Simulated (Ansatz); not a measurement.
# Al₂HCl (triplet): trial inputs and their diagnosis

3 inputs are run for Al₂HCl (triplet) as typed; the log has to tell whether the result can be used and what must change.

Program: Ansatz 0.2.0, Gaussian basis. Level of theory: the settings change from run to run. These are calculated values, not measurements.

15 further runs of the same task are left out: 6 that didn't finish, 9 set aside as unsound or not needed.

### Step 1. The geometry

The geometry is a PBE0/def2-TZVP stationary point (not a proven minimum) of the parent state, kept for this charge and spin.

4 atoms, charge 0, spin multiplicity 3.

Atoms are counted from 1 here; the program's logs count them from 0.

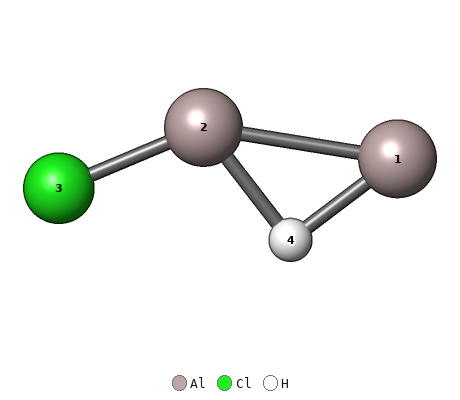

The geometry (aluminium light grey, chlorine green, hydrogen white); atoms are numbered from 1 in the order of the file.

Geometry (Å):

```xyz
4
Al2ClH
Al    0.0000    0.1663    2.5928
Al    0.0000   -0.4686    0.0098
Cl    0.0000    0.1975   -2.0108
H     0.0000    1.1475    1.0581
```

### Step 2. Input 1

Input file in.yaml:

```yaml
crystal:
  periodic: [false, false, false]
  atoms:
    - {symbol: Al, position_ang: [0.000000, 0.166286, 2.592835]}
    - {symbol: Al, position_ang: [0.000000, -0.468616, 0.009808]}
    - {symbol: Cl, position_ang: [0.000000, 0.197465, -2.010827]}
    - {symbol: H, position_ang: [0.000000, 1.147488, 1.058134]}
basis:
  gaussian: {orbitals: STO-3G}
magnetization: {spin_polarized: false, initial_magnetization: 2}
correlation: {method: ccsdt_q, electrons: valence}
symmetry: c1
output: {forces: true}
```

Command:

```
> ansatz run in.yaml --threads 1 --pin off --events-out ev --progress --plain --max-ram 2393MiB
```

Output:

```text
Error: YAML parse error: error: line 12 column 1: unknown field `symmetry`, expected one of crystal, accuracy, basis, kpoints, hamiltonian, magnetization, projection, total_charge, correlation, batch, efield, external_charges, scf, relax, neb, saddle, md, ramp, phonons, dielectric, real_time, elastic, magnetic_configurations, gw, evaluate, workflow, output, checkpoint, execution
  --> <input>:12:1
   |
10 | magnetization: {spin_polarized: false, initial_magnetization: 2}
11 | correlation: {method: ccsdt_q, electrons: valence}
12 | symmetry: c1
   | ^ unknown field `symmetry`, expected one of crystal, accuracy, basis, kpoints, hamiltonian, magnetization, projection, total_charge, correlation, batch, efield, external_charges, scf, relax, neb, saddle, md, ramp, phonons, dielectric, real_time, elastic, magnetic_configurations, gw, evaluate, workflow, output, checkpoint, execution
13 | output: {forces: true}
   |
```

Wall time 0.03 s (1 thread of Intel Xeon Platinum 8259CL at 2.50GHz, shared host).

What is wrong: The run was refused. The input holds a key that the program doesn't read here. Cure: remove it or spell it as the reference does.

### Step 3. Input 2

Input file in.yaml:

```yaml
crystal:
  periodic: [false, false, false]
  atoms:
    - {symbol: Al, position_ang: [0.000000, 0.166286, 2.592835]}
    - {symbol: Al, position_ang: [0.000000, -0.468616, 0.009808]}
    - {symbol: Cl, position_ang: [0.000000, 0.197465, -2.010827]}
    - {symbol: H, position_ang: [0.000000, 1.147488, 1.058134]}
basis:
  gaussian: {orbitals: "6-31G*"}
magnetization: {spin_polarized: false, initial_magnetization: 2}
correlation: {active_space: {window: {electrons: 4, orbitals: 4}, states: [{multiplicity: 3, weights: [-1, 1]}]}}
scf: {lower_state_search: light}
```

Same command.

Output:

```text
Error: set 0 asks for 2 states and needs as many positive weights; it has [-1.0, 1.0]
```

It took 0.03 s on 1 thread of Intel Xeon Platinum 8259CL at 2.50GHz, shared host.

Diagnosis: The run was refused. The list of states asked for (weights, spin or count) can't be met. To mend it, mend what the message names.

### Step 4. Input 3

Input file in.yaml:

```yaml
crystal:
  periodic: [false, false, false]
  atoms:
    - {symbol: Al, position_ang: [0.000000, 0.166286, 2.592835]}
    - {symbol: Al, position_ang: [0.000000, -0.468616, 0.009808]}
    - {symbol: Cl, position_ang: [0.000000, 0.197465, -2.010827]}
    - {symbol: H, position_ang: [0.000000, 1.147488, 1.058134]}
basis:
  gaussian: {orbitals: cc-pVDZ}
magnetization: {spin_polarized: true, initial_magnetization: 8}
correlation: {method: ccsd, electrons: outside_noble_gas}
```

The command is unchanged.

Output, shortened:

```text
Functional definition: HF
  name "HF"
  cite "Fock, Z. Phys. 61, 126 (1930) doi:10.1007/BF01340294"
  parent pbe
[...]
600 factors; integrals over basis functions are off by at most 1.2e-3 eV
[...]
mean field -25670.60066480 eV, -943.3771742732 hartree, gradient 2.7e-6 eV, S^2 20.006903; 21 other end points of the search recorded, 0 dependent functions left out
determinant -25670.60066480 eV, -943.3771742732 hartree, with singles and doubles -25675.61889758 eV, -943.5615909266 hartree
determinant -25670.54277223 eV, -943.3750467607 hartree, with singles and doubles -25675.53775329 eV, -943.5586089290 hartree
determinant -25669.57467944 eV, -943.3394700066 hartree, with singles and doubles -25674.41126307 eV, -943.5172111768 hartree
determinant -25669.48186703 eV, -943.3360592136 hartree, with singles and doubles -25674.30474163 eV, -943.5132965860 hartree
[...]
determinant -25667.59981630 eV, -943.2668951251 hartree, with singles and doubles -25672.57893512 eV, -943.4498743666 hartree
determinant -25667.34930404 eV, -943.2576889694 hartree, with singles and doubles -25672.34635803 eV, -943.4413273162 hartree
determinant -25670.60066480 eV, -943.3771742732 hartree, with singles and doubles -25675.62019538 eV, -943.5616386197 hartree
determinant -25670.54277223 eV, -943.3750467607 hartree, with singles and doubles -25675.53909504 eV, -943.5586582371 hartree
15 core orbitals not correlated: weight in the atoms' cores, before any rotation towards them, 1.000 or more for the frozen orbitals, at most 0.000 for the correlated occupied ones
reference -25670.60066480 eV, -943.3771742732 hartree; 11, 3 occupied and 33, 41 virtual orbitals, 600 factors
second order -4.20122552 eV of doubles, -0.00000000 eV of singles
cycle   1  -5.01953213 eV  change   -1.5e-6 eV  update   2.0e-6
Total energy: -25675.62019693 eV, -943.5616386766 hartree
```

Run time: 32 s. Hardware: 1 thread of Intel Xeon Platinum 8259CL at 2.50GHz, shared host.

What is wrong: The run converged, which proves nothing about the input. Far too many unpaired electrons are asked for. Its energy belongs to the state of multiplicity 9, not to the triplet that was meant. To mend it, set initial_magnetization to that of the wanted state.

### Step 5. How the runs ended

```csv
input,level,ended,cause,time
1,CCSDT(Q) on ROHF/STO-3G,refused,the input holds a key that the program doesn't read here,0.03 s
2,"CASSCF(4,4)/6-31G*",refused,"the list of states asked for (weights, spin or count) can't be met",0.03 s
3,CCSD on UHF/cc-pVDZ,converged,far too many unpaired electrons are asked for,32 s
```

2 refused, 1 converged. The input that converges on a wrong geometry or spin is the dangerous one: no error points at it, so geometry and ⟨S²⟩ have to be checked.
